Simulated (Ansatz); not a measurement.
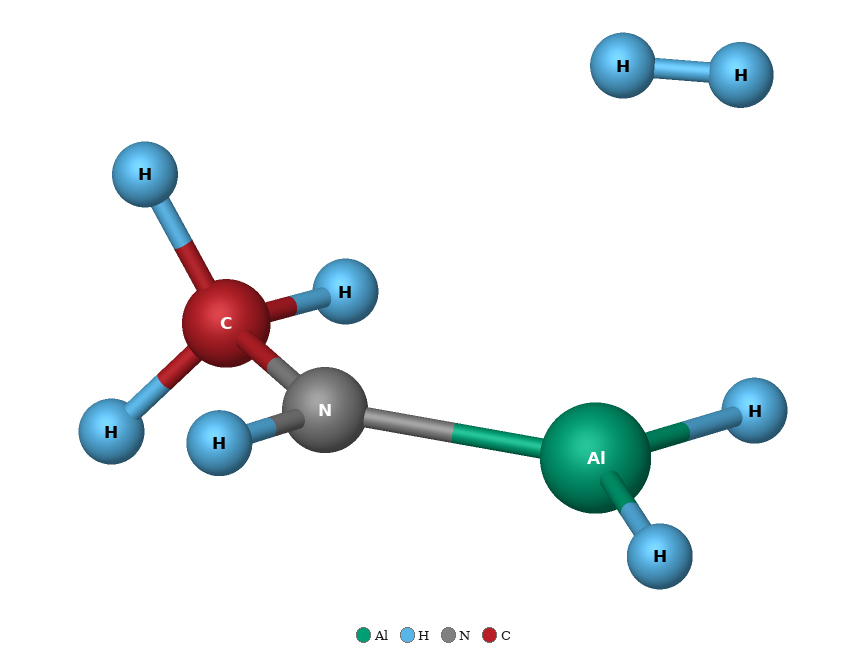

Sticks follow a distance rule. Harmonic vibrations computed with RKS PBE0-D4/def2-TZVP (Ansatz 0.2.0) at a stationary point of the same level.

> Minimum or transition state?

A minimum: no imaginary frequency, and the lowest mode lies at 62 cm⁻¹.

> List the wavenumbers.

27 modes: 62, 92, 147, 150, 176, 217, 326, 406, 536, 556, 609, 709, 782, 1083, 1142, 1157, 1397, 1458, 1486, 1515, 1929, 1935, 3004, 3049, 3102, 3603, 4363 cm⁻¹.
